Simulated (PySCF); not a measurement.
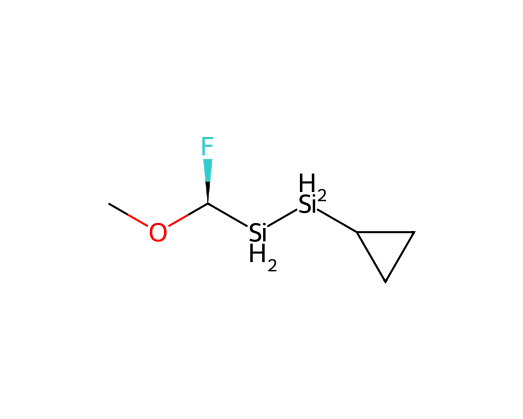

The computed structure is the end point of a GFN2-xTB optimisation. No frequency run is at hand to confirm it as a minimum. Properties computed with PBE0/pcSseg-1, gas phase (PySCF 2.14.0).

Computed properties:

The species is C₅H₁₃FOSi₂ (`CO[C@@H](F)[SiH2][SiH2]C1CC1`).
- dipole moment: 1.16 D
- HOMO energy (Kohn–Sham orbital): −7.81 eV
- LUMO energy (Kohn–Sham orbital): 0.17 eV
- HOMO–LUMO gap: 7.99 eV

The geometry is semi-empirical. Around Si such bond lengths and angles can be off by a tenth of an ångström or more and by several degrees, and values that hang on the shape move with them.
